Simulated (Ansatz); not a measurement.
A series of calculations on C2H6Al

### Relaxation

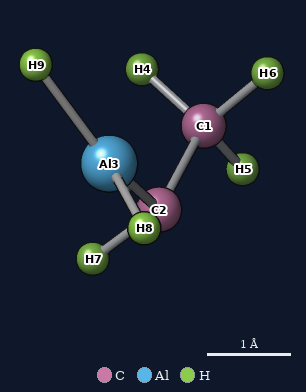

Starting structure of C2H6Al (charge −1). A ball-and-stick model, seen from a free direction.

The run prepares an end point of a later path (torsion) calculation, from a guessed geometry.

All numbers below come from RKS PBE0/def2-SVP (Ansatz).

The input:
```yaml
crystal:
  periodic: [false, false, false]
  atoms:
    - { symbol: C, position_ang: [-0.05571, 1.08758, -0.85767] }
    - { symbol: C, position_ang: [0.19861, -0.40053, -0.57757] }
    - { symbol: Al, position_ang: [0.13969, -1.09556, 1.18729] }
    - { symbol: H, position_ang: [-1.09283, 1.43683, -0.71863] }
    - { symbol: H, position_ang: [0.20393, 1.33305, -1.90172] }
    - { symbol: H, position_ang: [0.57208, 1.71445, -0.2155] }
    - { symbol: H, position_ang: [-0.49079, -0.98429, -1.23896] }
    - { symbol: H, position_ang: [1.27506, -2.1032, 1.75043] }
    - { symbol: H, position_ang: [-0.75004, -0.98833, 2.57234] }
total_charge: -1
basis:
  gaussian: { orbitals: def2-SVP }
hamiltonian:
  xc: pbe0
relax:
  f_tol: 0.015
  max_steps: 40
output:
  orbitals: {}
```

Command:
```bash
ansatz run input.yaml --threads 1 --pin off --max-ram 2048MiB --backend cpu --events-out ev --progress --plain --runs-dir out
```

### Predict the outcome.

After 11 accepted moves (12 points after the start) the energy has fallen by 118.5 kJ/mol. The largest force component goes from 0.91 to 0.0017 eV/Å. The line search rejected the trial step at point 8 of the run. The largest move after the best rigid fit is that of H9, 1.26 Å. Largest moves by element: H 1.26 Å, C 0.24 Å, Al 0.13 Å. Some distances before and after: C2–Al3 1.898 → 1.846 Å, C1–C2 1.535 → 1.505 Å, Al3–H8 1.619 → 1.634 Å, C2–H7 1.120 → 1.106 Å. Bond angles that change, for instance: C2–Al3–H9 140.7° → 124.1°, H8–Al3–H9 97.3° → 113.1°, C1–C2–Al3 121.3° → 130.0°.

History of the run:

```csv
step,"E − E(0), kJ/mol","largest force component, eV/Å",note
0,0.00,0.9060,
1,-34.16,1.0363,
2,-56.70,1.1930,
3,-81.32,1.1126,
4,-99.49,0.7535,
5,-108.74,0.4195,
6,-114.28,0.2252,
7,-117.72,0.2103,
8,-117.31,0.3969,rejected
9,-118.38,0.0506,
10,-118.52,0.0295,
11,-118.53,0.0311,
12,-118.53,0.0017,
```

Final geometry:

```xyz
9

C    -0.2116    1.0673   -0.8166
C     0.0069   -0.3699   -0.4282
Al    0.2581   -1.1236    1.2383
H    -1.1772    1.2562   -1.3428
H     0.5647    1.4767   -1.5056
H    -0.2146    1.7395    0.0618
H     0.0113   -1.0475   -1.3025
H     0.4824   -2.7267    1.4598
H     0.2800   -0.2721    2.6356
```

The end point in the same view:

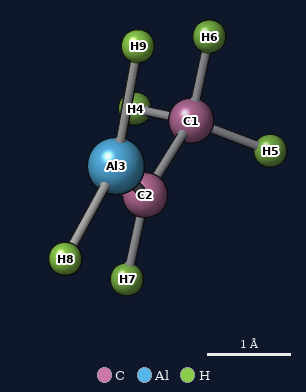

Limits of the set-up: the basis has no diffuse functions, which an anion needs.

### Relaxation

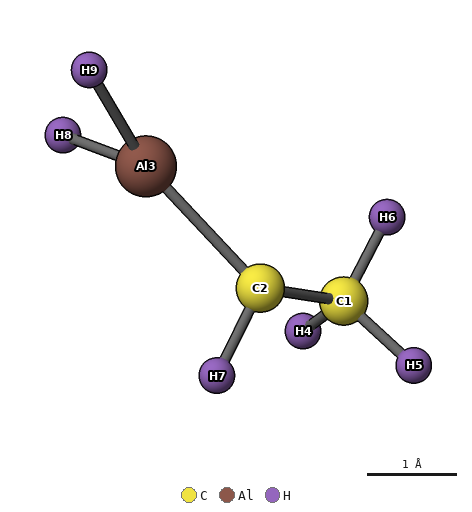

Starting structure of C₂H₆Al (charge −1). A ball-and-stick model, seen from a free direction.

The run prepares an end point of a later path (torsion) calculation, from a guessed geometry.

These are results of Ansatz, RKS PBE0/def2-SVP, not measurements.

Input file:
```yaml
crystal:
  periodic: [false, false, false]
  atoms:
    - { symbol: C, position_ang: [-0.05571, 1.08758, -0.85767] }
    - { symbol: C, position_ang: [0.19861, -0.40053, -0.57757] }
    - { symbol: Al, position_ang: [0.13969, -1.09556, 1.18729] }
    - { symbol: H, position_ang: [-1.09283, 1.43683, -0.71863] }
    - { symbol: H, position_ang: [0.20393, 1.33305, -1.90172] }
    - { symbol: H, position_ang: [0.57208, 1.71445, -0.2155] }
    - { symbol: H, position_ang: [-0.49079, -0.98429, -1.23896] }
    - { symbol: H, position_ang: [-1.04893, -0.71605, 2.21913] }
    - { symbol: H, position_ang: [0.95016, -2.13778, 2.17643] }
total_charge: -1
basis:
  gaussian: { orbitals: def2-SVP }
hamiltonian:
  xc: pbe0
relax:
  f_tol: 0.015
  max_steps: 40
```

Launched with:
```bash
ansatz run input.yaml --threads 1 --pin off --max-ram 2048MiB --backend cpu --events-out ev --progress --plain --runs-dir out
```

**Where does the relaxation end?**

After 11 geometry steps the energy has fallen by 1.359 eV. Largest force component: 1 eV/Å at the start, 0.01 eV/Å at the end. The largest move after the best rigid fit is that of H8, 1.34 Å. By element the largest moves are H 1.34 Å, C 0.31 Å, Al 0.14 Å. Near-neighbour distances that change, for instance: C2–Al3 1.898 → 1.847 Å, C1–C2 1.535 → 1.505 Å, Al3–H8 1.619 → 1.636 Å, Al3–H9 1.650 → 1.634 Å. Bond angles that change, for instance: C2–Al3–H9 140.7° → 122.9°, H8–Al3–H9 97.3° → 113.1°, C1–C2–Al3 121.3° → 129.9°. Cost: 62 s on 1 thread of Intel(R) Xeon(R) Processor @ 2.50GHz (Skylake/Cascade Lake), on a shared host, peak memory 0.15 GiB.

Step by step:

| step | E − E(0), eV | largest force component, eV/Å |
| --- | --- | --- |
| 0 | 0.0000 | 1.0456 |
| 1 | -0.3914 | 1.0106 |
| 2 | -0.6538 | 0.9495 |
| 3 | -0.9006 | 1.2548 |
| 4 | -1.0909 | 1.1312 |
| 5 | -1.2024 | 0.7935 |
| 6 | -1.2717 | 0.2560 |
| 7 | -1.3166 | 0.2156 |
| 8 | -1.3258 | 0.6437 |
| 9 | -1.3487 | 0.3723 |
| 10 | -1.3580 | 0.0582 |
| 11 | -1.3585 | 0.0101 |

The structure at the end:

```xyz
9

C    -0.2116    1.0562   -0.8690
C    -0.0489   -0.3648   -0.4017
Al    0.0954   -1.0404    1.3108
H    -1.1408    1.2390   -1.4591
H     0.6123    1.4165   -1.5296
H    -0.2498    1.7697   -0.0245
H    -0.0139   -1.0836   -1.2412
H     0.0643   -0.1204    2.6635
H     0.2693   -2.6345    1.6236
```

The end point in the same view:

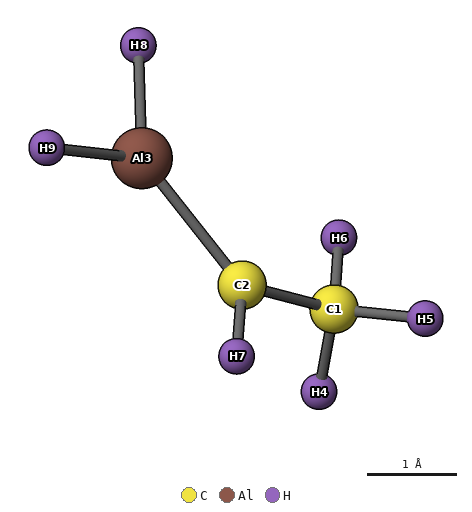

Limits of the set-up: the basis has no diffuse functions, which an anion needs.

### Path

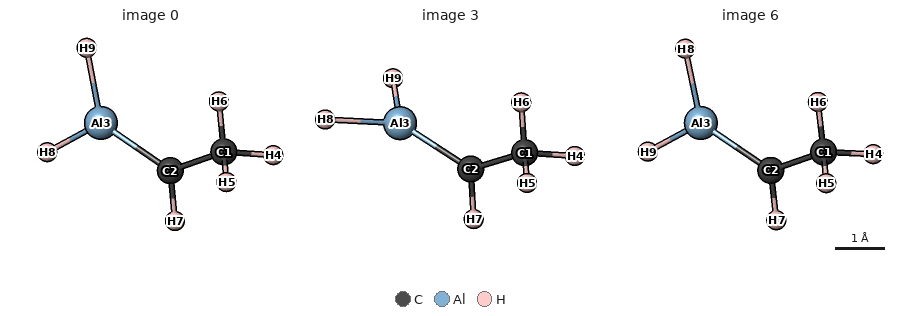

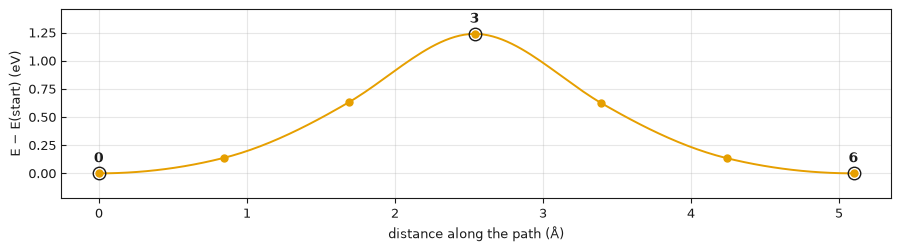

NEB run on C$_{2}$H$_{6}$Al (charge −1). Images are numbered from 0 (start) to 6 (end). The picture is a ball-and-stick view, seen at a tilt.

Method: RKS PBE0/def2-SVP in Ansatz 0.2.0. Run with 5 movable images; climbing image; force threshold 0.05 eV/Å; iteration limit 60; starting path through a guess of the saddle point.

What happens along the path, and what is the barrier?

Answer. The motion is a rotation about the C2–Al3 bond by about 180°. No bond forms or breaks between the ends. Among the angles between lasting bonds that change up to the highest image: H8–Al3–H9 113.1° → 101.1°, C2–Al3–H8 122.8° → 129.4°. The barrier is about 1.24 eV in both directions, with image 3 at the top; the ends have the same energy. The band converged in 20 iterations. The largest component of the band force went from 29 to 0.033 eV/Å. The climbing image converged on the top of the path. Its vibrational analysis gives one imaginary mode (1068i cm⁻¹), as a transition state must have.

Limits of the set-up: the basis has no diffuse functions, which an anion needs.
